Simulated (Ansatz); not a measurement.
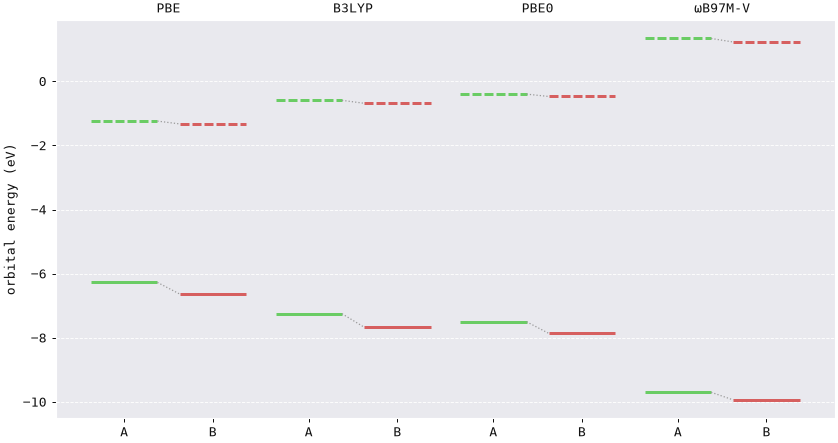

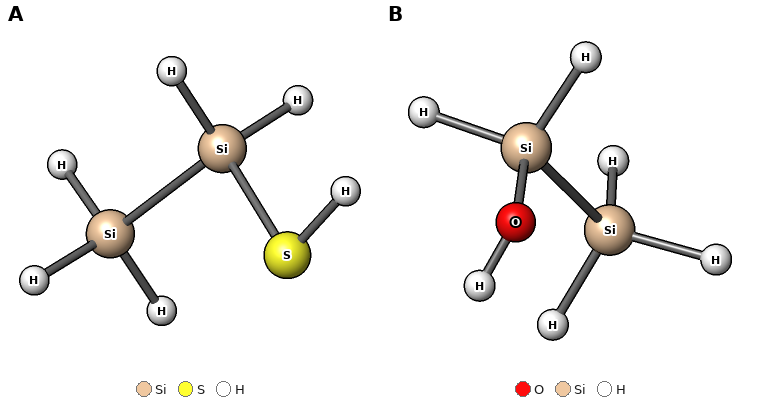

One change: A, Si₂H₆S (SMILES [SiH3][SiH2]S), becomes B, Si₂H₆O (SMILES O[SiH2][SiH3]). SH on Si is replaced by OH. HOMO (solid) and LUMO (dashed) computed in def2-TZVPP at PBE0-D4/def2-TZVP geometries, both minima by their frequencies, gas phase, the Ansatz code 0.2.0. Empty levels above zero depend strongly on the basis.

Q: What does the change do to HOMO and LUMO?

A: PBE: the HOMO falls by 0.36 eV, the LUMO falls by 0.09 eV, and the separation goes from 5.03 to 5.30 eV. B3LYP: the HOMO falls by 0.42 eV, the LUMO falls by 0.09 eV, and the separation goes from 6.66 to 6.98 eV. PBE0: the HOMO falls by 0.36 eV, the LUMO falls by 0.07 eV, and the separation goes from 7.10 to 7.39 eV. ωB97M-V: the HOMO falls by 0.24 eV, the LUMO falls by 0.11 eV, and the separation goes from 11.04 to 11.16 eV.

Q: Do the functionals agree on the effect?

A: They agree on the direction for both levels; the HOMO shift lies between −0.42 and −0.24 eV and the LUMO shift between −0.11 and −0.07 eV, while the separations themselves differ by up to 6.0 eV between functionals.
